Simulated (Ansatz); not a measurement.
# KCaF3 (Pm-3m): what size, symmetry and threads cost in G0W0, part 2 of 2

Wanted: scaling of time and memory of G0W0 for KCaF3 (Pm-3m), at one physical accuracy.

Ansatz 0.2.0; G0W0 on LDA, plane waves, PAW. Known limits of the many-body steps: not at the basis limit; coarse k mesh.

So far. Step 7 (8 threads, 2×2×2 mesh): Against the run with 2×2×2 mesh, 95 empty bands, screening to 60 eV, the gap moves by +0.000 eV. Step 8 (10 atoms (2×1×1 cells), 1×2×2 mesh): The gap on the mesh goes from 5.79 eV to 9.54 eV, a correction of +3.75 eV. Between the two edge states, bare exchange in place of the xc potential would open the gap by 12.47 eV, and correlation takes back 8.72 eV.

## 9. 20 atoms (2×2×1 cells), 1×1×2 mesh

Input file input.yaml:

```yaml
crystal:
  lattice:
    - [8.963452, 0.0, 0.0]
    - [0.0, 8.963452, 0.0]
    - [0.0, 0.0, 4.481726]
  atoms:
    - { symbol: K, position: [0.25, 0.25, 0.5] }
    - { symbol: Ca, position: [0.0, 0.0, 0.0] }
    - { symbol: F, position: [0.0, 0.25, 0.0] }
    - { symbol: F, position: [0.0, 0.0, 0.5] }
    - { symbol: F, position: [0.25, 0.0, 0.0] }
    - { symbol: K, position: [0.25, 0.75, 0.5] }
    - { symbol: Ca, position: [0.0, 0.5, 0.0] }
    - { symbol: F, position: [0.0, 0.75, 0.0] }
    - { symbol: F, position: [0.0, 0.5, 0.5] }
    - { symbol: F, position: [0.25, 0.5, 0.0] }
    - { symbol: K, position: [0.75, 0.25, 0.5] }
    - { symbol: Ca, position: [0.5, 0.0, 0.0] }
    - { symbol: F, position: [0.5, 0.25, 0.0] }
    - { symbol: F, position: [0.5, 0.0, 0.5] }
    - { symbol: F, position: [0.75, 0.0, 0.0] }
    - { symbol: K, position: [0.75, 0.75, 0.5] }
    - { symbol: Ca, position: [0.5, 0.5, 0.0] }
    - { symbol: F, position: [0.5, 0.75, 0.0] }
    - { symbol: F, position: [0.5, 0.5, 0.5] }
    - { symbol: F, position: [0.75, 0.5, 0.0] }
kpoints:
  mp_grid: { grid: [1, 1, 2] }
hamiltonian:
  xc: lda
scf:
  occupations: { method: fixed }
gw:
  n_empty_bands: 380
  ecut_chi: 60.0
  qp_bands: [v1, c1]
  qp_kpoints: band_edges
  screening: { model: contour_deformation }
```

Launch:

```bash
$ ansatz run input.yaml --threads 16 --pin off --max-ram 36864MiB --backend cpu --events-out ev --progress --plain --runs-dir out
```

Numbers of over 12 decimals in the logs are rounded to 6 here.

The log of the run:

```text
[...]
Crystal: 20 atoms, lattice volume = 360.077 Å³
Basis set: ecut = 420 eV, 7031 PW (Γ)
Bands: 100, of which v1, the nominal top of the filled ones, is band 80 counted from 1 (79 counted from 0)
Symmetry: 64 space group operations
[...]
k-points: 2
[...]
k-point 1: bands = [... 76 lower, 0.7414, 0.7522, 0.7522, 0.7522, 8.6457, 9.2395, 9.6521, 9.6521, ... 16 higher]
[...]
0    80      0.7414   -31.1535     5.5507   -23.4965  0.7860    -1.4260    -1.3649  root
     0    81      6.5451    -4.7016    -3.1615    -9.5005  0.8819     8.2010     8.1824  root
     1    80      0.7522   -31.2032     5.5593   -23.5347  0.7859    -1.4183    -1.3571  root
     1    81      8.6457    -6.5314    -2.9711   -11.4109  0.8695    10.5832    10.5542  root
[key lines of the parts left out:]
SCF converged after 8 iterations
Free energy (F): -22635.547081 eV
Fermi energy:    0.752204 eV
```

Elapsed: 13 s, on 16 threads of Arm Neoverse V2, shared host; peak memory 1.6 GiB.

This step gave:

| Property | Result |
| --- | --- |
| bands summed | 460 |
| RPA ε∞ on this mesh (eigenvalues) | 2.082, 2.082, 2.082 |
| plane waves in the screening matrix | 377 |
| G0W0 gap on the mesh | 9.539 eV |
| k of the valence top | 0, 0, -0.5 |
| k of the conduction bottom | 0, 0, 0 |
| starting gap on the mesh | 5.793 eV |
| least direct G0W0 gap on the computed points | 9.547 eV |

The gap on the mesh goes from 5.79 eV to 9.54 eV, a correction of +3.75 eV. Between the two edge states, bare exchange in place of the xc potential would open the gap by 12.47 eV, and correlation takes back 8.72 eV.

## 10. 40 atoms (2×2×2 cells), 1×1×1 mesh

Input file input.yaml:

```yaml
crystal:
  lattice:
    - [8.963452, 0.0, 0.0]
    - [0.0, 8.963452, 0.0]
    - [0.0, 0.0, 8.963452]
  atoms:
    - { symbol: K, position: [0.25, 0.25, 0.25] }
    - { symbol: Ca, position: [0.0, 0.0, 0.0] }
    - { symbol: F, position: [0.0, 0.25, 0.0] }
    - { symbol: F, position: [0.0, 0.0, 0.25] }
    - { symbol: F, position: [0.25, 0.0, 0.0] }
    - { symbol: K, position: [0.25, 0.25, 0.75] }
    - { symbol: Ca, position: [0.0, 0.0, 0.5] }
    - { symbol: F, position: [0.0, 0.25, 0.5] }
    - { symbol: F, position: [0.0, 0.0, 0.75] }
    - { symbol: F, position: [0.25, 0.0, 0.5] }
    - { symbol: K, position: [0.25, 0.75, 0.25] }
    - { symbol: Ca, position: [0.0, 0.5, 0.0] }
    - { symbol: F, position: [0.0, 0.75, 0.0] }
    - { symbol: F, position: [0.0, 0.5, 0.25] }
    - { symbol: F, position: [0.25, 0.5, 0.0] }
    - { symbol: K, position: [0.25, 0.75, 0.75] }
    - { symbol: Ca, position: [0.0, 0.5, 0.5] }
    - { symbol: F, position: [0.0, 0.75, 0.5] }
    - { symbol: F, position: [0.0, 0.5, 0.75] }
    - { symbol: F, position: [0.25, 0.5, 0.5] }
    - { symbol: K, position: [0.75, 0.25, 0.25] }
    - { symbol: Ca, position: [0.5, 0.0, 0.0] }
    - { symbol: F, position: [0.5, 0.25, 0.0] }
    - { symbol: F, position: [0.5, 0.0, 0.25] }
    - { symbol: F, position: [0.75, 0.0, 0.0] }
    - { symbol: K, position: [0.75, 0.25, 0.75] }
    - { symbol: Ca, position: [0.5, 0.0, 0.5] }
    - { symbol: F, position: [0.5, 0.25, 0.5] }
    - { symbol: F, position: [0.5, 0.0, 0.75] }
    - { symbol: F, position: [0.75, 0.0, 0.5] }
    - { symbol: K, position: [0.75, 0.75, 0.25] }
    - { symbol: Ca, position: [0.5, 0.5, 0.0] }
    - { symbol: F, position: [0.5, 0.75, 0.0] }
    - { symbol: F, position: [0.5, 0.5, 0.25] }
    - { symbol: F, position: [0.75, 0.5, 0.0] }
    - { symbol: K, position: [0.75, 0.75, 0.75] }
    - { symbol: Ca, position: [0.5, 0.5, 0.5] }
    - { symbol: F, position: [0.5, 0.75, 0.5] }
    - { symbol: F, position: [0.5, 0.5, 0.75] }
    - { symbol: F, position: [0.75, 0.5, 0.5] }
kpoints:
  mp_grid: { grid: [1, 1, 1] }
hamiltonian:
  xc: lda
scf:
  occupations: { method: fixed }
gw:
  n_empty_bands: 760
  ecut_chi: 60.0
  qp_bands: [v1, c1]
  qp_kpoints: band_edges
  screening: { model: contour_deformation }
```

The log of the run:

```text
[...]
Crystal: 40 atoms, lattice volume = 720.155 Å³
Basis set: ecut = 420 eV, 13997 PW (Γ)
Bands: 200, of which v1, the nominal top of the filled ones, is band 160 counted from 1 (159 counted from 0)
Symmetry: 384 space group operations
[...]
k-points: 1
[...]
--- Band table (eV) ---
  k-point 0: bands = [... 156 lower, 0.7414, 0.7522, 0.7522, 0.7522, 6.5451, 8.6457, 8.6457, 8.6457, ... 36 higher]
[...]
gw.qp_kpoints: band_edges: 1 of 1 stored k-point solved, in 1 pass; an edge of the gap read off the rows below is read off those points alone
[...]
0   160      0.7522   -31.2032     5.5597   -23.5347  0.7859    -1.4179    -1.3567  root
     0   161      6.5451    -4.7016    -3.1616    -9.5005  0.8819     8.2010     8.1823  root
[key lines of the parts left out:]
SCF converged after 7 iterations
Free energy (F): -45271.094161 eV
Fermi energy:    0.752164 eV
```

Run time: 24 s. Hardware: 16 threads; peak memory 3.4 GiB.

Numbers from this step:

| Property | Result |
| --- | --- |
| bands summed | 920 |
| RPA ε∞ on this mesh (eigenvalues) | 2.082, 2.082, 2.082 |
| plane waves in the screening matrix | 751 |
| G0W0 gap on the mesh | 9.539 eV |
| k of the valence top | 0, 0, 0 |
| k of the conduction bottom | 0, 0, 0 |
| starting gap on the mesh | 5.793 eV |
| least direct G0W0 gap on the computed points | 9.539 eV |

The gap on the mesh goes from 5.79 eV to 9.54 eV, a correction of +3.75 eV. Between the two edge states, bare exchange in place of the xc potential would open the gap by 12.47 eV, and correlation takes back 8.72 eV.

## 11. The runs together

A supercell on the folded mesh samples the same points as the primitive cell, so the gap should stay. Times are wall times on shared hardware, named with each run.

```
                   run   mesh  irreducible k  bands  screening plane waves  threads  gap (eV)   time  CPU time  host memory (GiB)
 5 atoms (1×1×1 cells)  2×2×2              4    115                     93       16     9.539  1.2 s     8.5 s               0.36
           no symmetry  2×2×2              8    115                     93       16     9.539  2.2 s      19 s               0.50
              1 thread  2×2×2              4    115                     93        1     9.539  5.2 s     5.2 s               0.29
             2 threads  2×2×2              4    115                     93        2     9.539    3 s     5.5 s               0.32
             4 threads  2×2×2              4    115                     93        4     9.539  1.6 s     5.4 s               0.39
             8 threads  2×2×2              4    115                     93        8     9.539  1.3 s     6.2 s               0.37
10 atoms (2×1×1 cells)  1×2×2              3    230                    187       16     9.540  3.4 s      28 s               0.75
20 atoms (2×2×1 cells)  1×1×2              2    460                    377       16     9.539   13 s   1.7 min                1.6
40 atoms (2×2×2 cells)  1×1×1              1    920                    751       16     9.539   24 s   5.5 min                3.4
```

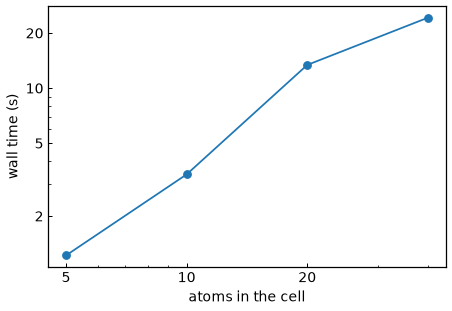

Wall time against the size of the cell.

## 12. Results

```
5 atoms (1×1×1 cells)  : 1.2 s, gap 9.54 eV
no symmetry            : 2.2 s, gap 9.54 eV
1 thread               : 5.2 s, gap 9.54 eV
2 threads              : 3 s, gap 9.54 eV
4 threads              : 1.6 s, gap 9.54 eV
8 threads              : 1.3 s, gap 9.54 eV
10 atoms (2×1×1 cells) : 3.4 s, gap 9.54 eV
20 atoms (2×2×1 cells) : 13 s, gap 9.54 eV
40 atoms (2×2×2 cells) : 24 s, gap 9.54 eV
```

What this shows: From 5 to 40 atoms the gap stays within 0.001 eV, while the time grows 20-fold. Without symmetry the mesh holds 8 points in place of 4, the time changes by less than twofold and the gap changes by +0.0001 eV. Going from 1 to 16 threads speeds the run 4.2-fold, an efficiency of about 26 %. The host was shared, so single times are good to a factor of about two.

[Paths, hosts, dates, memory and timing lines, banners, echoed tables and standing remarks are left out of the program output.]

[Logs are printed without paths, hosts, clocks, repeated set-up lines and the standing remarks that a program may print on its own settings, such as how far it seeks lower states.]

[Runs of the session that timed out or met a known fault of the program may be left out.]

[Cells called generated may have been cut or substituted from an entry of the Crystallography Open Database or the Materials Project.]

[Hosts, paths, dates, database ids (printed as entryN), source tags and the programs' standing remarks are cut or masked in the printed files.]
